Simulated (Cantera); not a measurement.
A closed system holds: 1 mol SiCl₄, 0.88 mol Cl₂, 14 mol H₂, held at 0.450 bar.

Method: chemical equilibrium by Gibbs-energy minimisation in Cantera with the NASA 1993 tables (ideal gas, pure condensed phases). Candidate condensed phases: Si; 19 gas species. The tables' values for SiCl₃ are old estimates; treat these amounts as uncertain. The numbers say what is thermodynamically allowed, not how fast it happens.

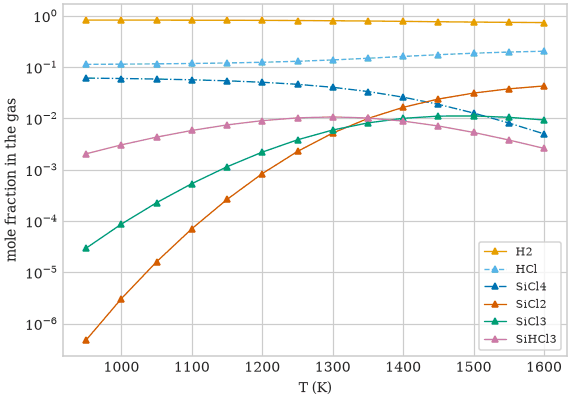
Figure: Equilibrium gas composition (values under 1e-9 drawn at 1e-9)

**Question.** Read off the mole fractions at 1300 K.

**Answer.** H₂ about 0.80, HCl about 0.14, SiCl₄ about 0.040, SiHCl₃ about 0.011, SiCl₃ about 0.0059, SiCl₂ about 0.0052.
